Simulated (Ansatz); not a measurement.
C₂H₇Al₂Cl (SMILES [CH3][Al]([CH3])[AlH][Cl])

```xyz
12

C    -1.8248   -0.0634    0.7584
Al    0.0464   -0.0812    0.0853
C     1.4209   -1.3374    0.7931
Al    0.7361    1.5852   -1.8273
Cl   -0.9299    2.8829   -2.6066
H    -1.8597   -0.2443    1.8483
H    -2.3390    0.8869    0.5360
H    -2.4050   -0.8738    0.2740
H     2.2541   -0.7792    1.2622
H     0.9993   -2.0241    1.5479
H     1.8647   -1.9425   -0.0197
H     2.1140    1.9357   -2.6174
```

These are results of Ansatz, RKS PBE/6-31G, not measurements.

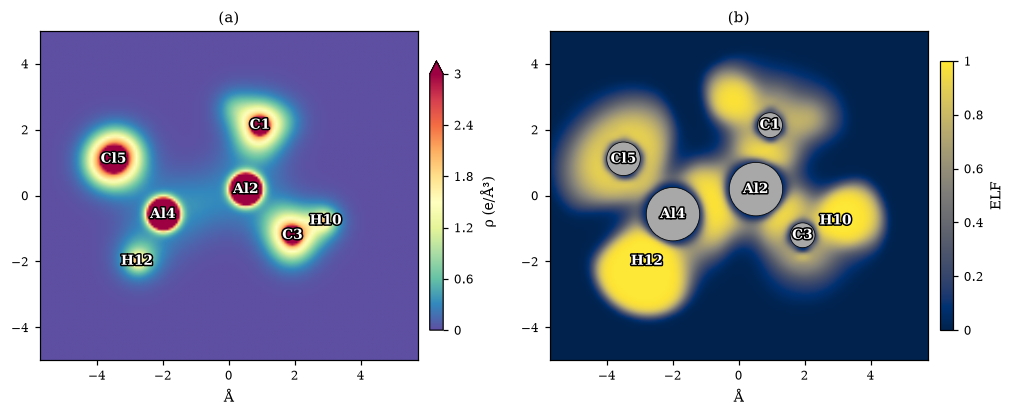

Figure 1. (a) total electron density; (b) electron localisation function on the plane of atoms Al2, Al4 and Cl5. Grey discs cover the atomic cores in the ELF map.

> Read the bonding off the picture.

The section cuts through C, Al, Cl and H sites.
C–Al (1.99 Å): the density is about 0.62 e/Å³ at the midpoint; the ELF peaks at about 0.95 between the atoms, as expected for a polar covalent bond.
Al–Cl (2.25 Å): ρ at the midpoint is about 0.48 e/Å³; the ELF peaks at about 0.85 in the valence shell of Cl, 0.9 Å from its nucleus, and is about 0.75 at the midpoint.
Al–Al (2.63 Å): the density is about 0.33 e/Å³ at the midpoint; the ELF peaks at about 1 between the atoms: localised, covalent bonding.
C–H (1.10 Å): ρ is about 1.8 e/Å³ halfway; the ELF climbs to about 1 towards the hydrogen, as it does in any bond to H; a covalent bond by its length.
Al–H (1.63 Å): the density is about 0.45 e/Å³ at the midpoint; the ELF climbs to about 1 towards the hydrogen.
The ELF also peaks beside Cl5, away from the bonds: lone-pair regions.

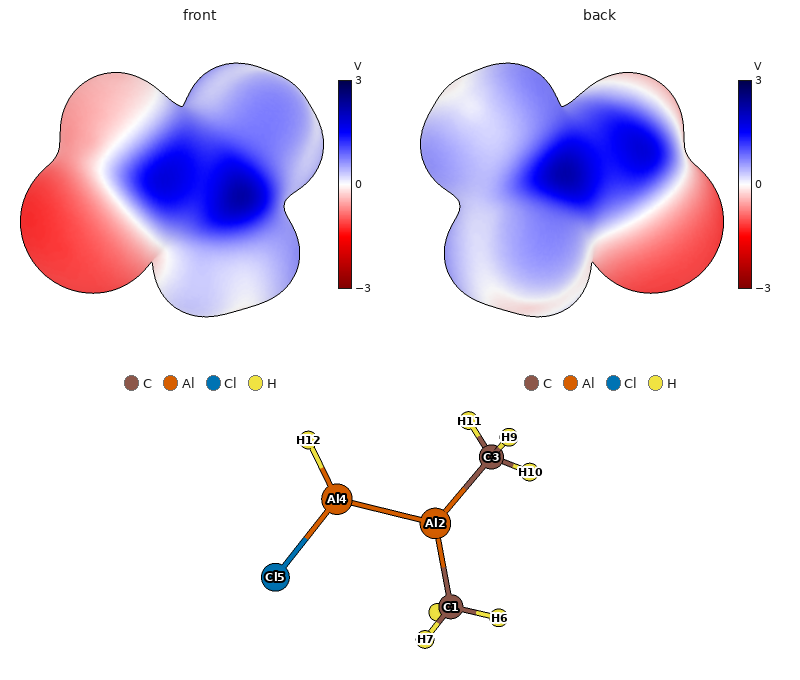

Figure 2. The molecular electrostatic potential painted on the density surface at 0.001 e/bohr³, seen from the front and from behind; red is negative and blue positive. The bare structure is drawn below in the same view.

> Where is the surface potential most negative and most positive?

The most negative region (about −1.2 V) lies over Cl5, the most positive (about +2.2 V) over Al2.

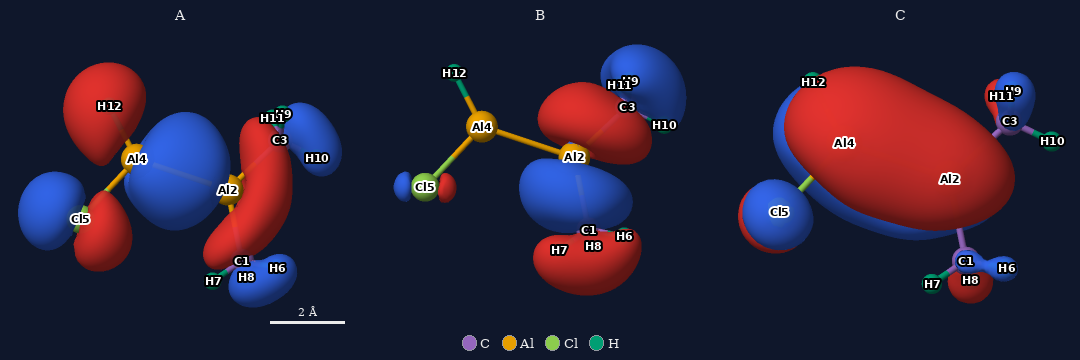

Figure 3. Three frontier orbitals at ±0.06 Å⁻³ᐟ² (red and blue are the two phases), in no order.

> Which picture is the HOMO−1, the HOMO and the LUMO?

B is the HOMO−1 (−6.71 eV). It lies mainly on C1 (about 30 %), C3 (about 30 %) and Al2 (about 20 %). A is the HOMO (−5.84 eV). Its weight (Hirshfeld) is mainly on Al4 (about 30 %), Al2 (about 20 %), Cl5 (about 20 %), H12 (about 10 %), C3 (about 5 %) and C1 (about 5 %). C is the LUMO (−3.32 eV). It lies mainly on Al4 (about 50 %), Al2 (about 35 %) and Cl5 (about 5 %); π-bonding across Al4–Al2.

> What is the HOMO–LUMO gap?

2.52 eV between the orbital energies.

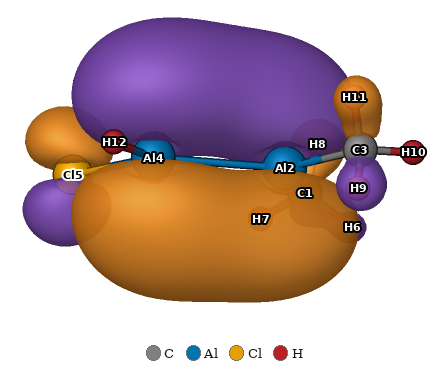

Figure 4. One frontier orbital at ±0.06 Å⁻³ᐟ² (orange and purple are the two phases), seen from one side.

> Which orbital is it: HOMO or LUMO?

The LUMO, at −3.32 eV. Its weight (Hirshfeld) is mainly on Al4 (about 50 %), Al2 (about 35 %) and Cl5 (about 5 %); π-bonding across Al4–Al2.
